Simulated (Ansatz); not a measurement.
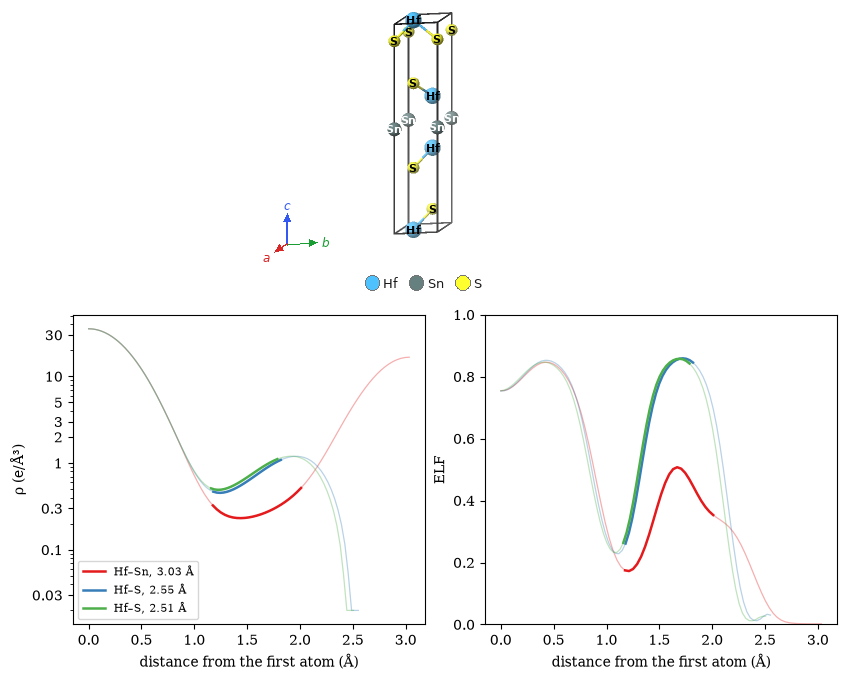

*Hf$_{3}$SnS$_{4}$. Valence pseudo-density and ELF along straight lines between neighbouring atoms. Thin, pale parts lie inside the atomic spheres. The structure is drawn too.*

Space group P3m1; a generated structure, not necessarily the stable one.

Computed with Ansatz, DFT PBE, scalar-relativistic, plane waves, PAW.

Core electrons are frozen (PAW), and the valence fields are smoothed inside the atomic spheres.

Input

```
crystal:
  lattice:
    - [3.5791423675, 0.0, 0.0]
    - [-1.7895711837, 3.099628214, 0.0]
    - [0.0, 0.0, 17.416074545]
  atoms:
    - { symbol: Hf, position: [0.6666666667, 0.3333333333, 0.0017926017] }
    - { symbol: Hf, position: [0.3333333333, 0.6666666667, 0.3681891129] }
    - { symbol: Hf, position: [0.3333333333, 0.6666666667, 0.6295984496] }
    - { symbol: Sn, position: [0.0, 0.0, 0.4989283889] }
    - { symbol: S, position: [0.0, 0.0, 0.9170749297] }
    - { symbol: S, position: [0.3333333333, 0.6666666667, 0.086380701] }
    - { symbol: S, position: [0.6666666667, 0.3333333333, 0.2871893511] }
    - { symbol: S, position: [0.6666666667, 0.3333333333, 0.7108464651] }
basis:
  ecutwfc: 420
kpoints:
  mp_grid: { grid: [12, 12, 2] }
hamiltonian:
  xc: pbe
scf:
  occupations: { method: gaussian, width: 0.1 }
output:
  forces: true
  stress: true
  eigenvalues: true
  write_density: true
  write_potential: true
  elf: true
  volumetric_format: npy
relax:
  adjacent_minimum: "off"
  f_tol: 0.01
  max_steps: 80
  cell: { stress_tol: 0.05 }
```

Command:

```sh
ansatz run input.yaml --threads 1 --pin off --max-ram 2560MiB --backend cpu --events-out ev --progress --plain --runs-dir out
```

Below, planes, directions and counts refer to the conventional cell (a = 3.62 Å, b = 3.62 Å, c = 17.75 Å, α = 90.00°, β = 90.00°, γ = 120.00°).

The fields are those of the relaxed geometry.

### What can be read from the curves?

Hf–Sn (3.03 Å): ρ at the midpoint is about 0.24 e/Å³; the ELF peaks at about 0.50 in the valence shell of Sn, 1.4 Å from its nucleus, and is about 0.40 at the midpoint.
Hf–S (2.55 Å): ρ at the midpoint is about 0.46 e/Å³; the ELF peaks at about 0.85 in the valence shell of S, 0.8 Å from its nucleus, and is about 0.40 at the midpoint.
Hf–S (2.51 Å): the density is about 0.49 e/Å³ at the midpoint; the ELF peaks at about 0.85 in the valence shell of S, 0.8 Å from its nucleus, and is about 0.40 at the midpoint.
